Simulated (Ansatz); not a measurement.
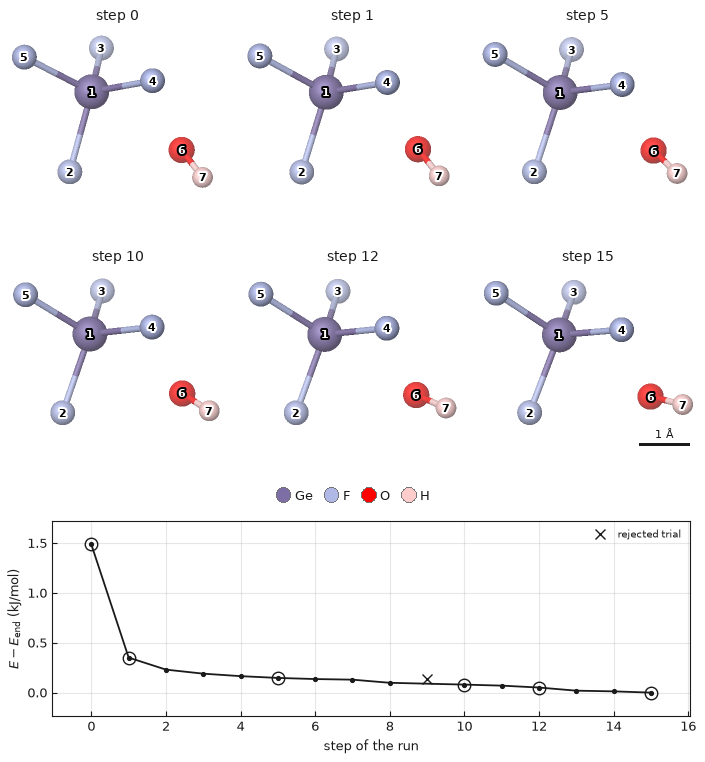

Frames of a relaxation of GeHOF₄ (multiplicity 2), marked on the history of the run. The picture is a ball-and-stick view, seen from a free direction.

The run prepares an end point of a later path (reaction) calculation, from a guessed geometry.

Level of theory: UKS BHLYP-D4/def2-SVP in Ansatz. Settings: collinear spin; force threshold 0.03 eV/Å; at most 50 steps.

Describe the path.

After 14 accepted moves (15 points after the start) the energy has fallen by 1.49 kJ/mol. Largest force component: 0.35 eV/Å at the start, 0.028 eV/Å at the end. The line search rejected the trial step at point 9 of the run. The forces were under the threshold at step 4, but the run went on from there. H7 moves most after the best rigid fit: 0.35 Å. Largest moves by element: H 0.35 Å, F 0.21 Å, O 0.12 Å, Ge 0.06 Å. Among the contacts that change: Ge1–O6 2.380 → 2.446 Å. From step 0 to 1: F2 moves most (0.06 Å), energy −1.13 kJ/mol. From step 1 to 5: H7 moves most (0.08 Å), energy −0.20 kJ/mol. From step 5 to 10: H7 moves most (0.09 Å), energy −0.07 kJ/mol. From step 10 to 12: H7 moves most (0.07 Å), energy −0.03 kJ/mol. From step 12 to 15: H7 moves most (0.08 Å), energy −0.05 kJ/mol.

```csv
step,"E − E(0), kJ/mol","largest force component, eV/Å",note
0,0.00,0.3512,
1,-1.13,0.0732,
2,-1.26,0.0575,
3,-1.30,0.0426,
4,-1.32,0.0208,
5,-1.34,0.0535,
6,-1.35,0.0494,
7,-1.36,0.1462,
8,-1.39,0.0599,
9,-1.35,0.0767,rejected
10,-1.41,0.0072,
11,-1.42,0.1005,
12,-1.44,0.0658,
13,-1.47,0.0064,
14,-1.47,0.0771,
15,-1.49,0.0279,
```
